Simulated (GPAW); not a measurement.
Band structure of AlRu (Pm-3m, 2 atoms in the cell).

```yaml
crystal:
  lattice:
    - [2.98250, 0.00000, 0.00000]
    - [0.00000, 2.98250, 0.00000]
    - [0.00000, 0.00000, 2.98250]
  atoms:
    - { symbol: Al, position: [0.00000, 0.00000, 0.00000] }
    - { symbol: Ru, position: [0.50000, 0.50000, 0.50000] }
```

Method: PBE, GPAW PAW datasets PBE (gpaw-data 1.0.1) (plane waves; GPAW).

Settings: mode = pw; ecut = 600 eV; xc = PBE; kpts = 11 11 11; mesh shift (steps) = 0 0 0; occupations.name = methfessel-paxton; occupations.width = 0.05 eV; occupations.order = 0; nbands = -8; convergence.density = 1e-05 e/electron; symmetry.symmorphic = false; symmetry.tolerance = 0.0005; maxiter = 150; bandpath_npoints = 40.

The starting cell comes from a database of computed structures (which also holds hypothetical and non-ambient phases and stackings), without a prior relaxation at this level. Spin polarisation is off.

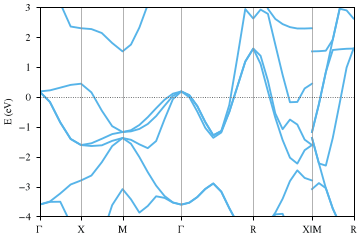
*Bands along the path, energies from the Fermi level.*

Levels in eV from the Fermi level, bands 6 to 13:
```
point      6      7      8      9     10    11    12     13
-----  -----  -----  -----  -----  -----  ----  ----  -----
Γ      -3.60  -3.60   0.18   0.18   0.18  6.14  6.14   6.14
X      -5.50  -2.79  -1.61  -1.61   0.44  2.30  7.45  11.13
M      -3.08  -1.37  -1.37  -1.17  -1.17  1.52  5.37   6.31
R      -4.66  -4.66   1.62   1.62   2.62  4.17  4.17   4.17
```

Bands cross the Fermi level along this path, so the cell is metallic at this level.
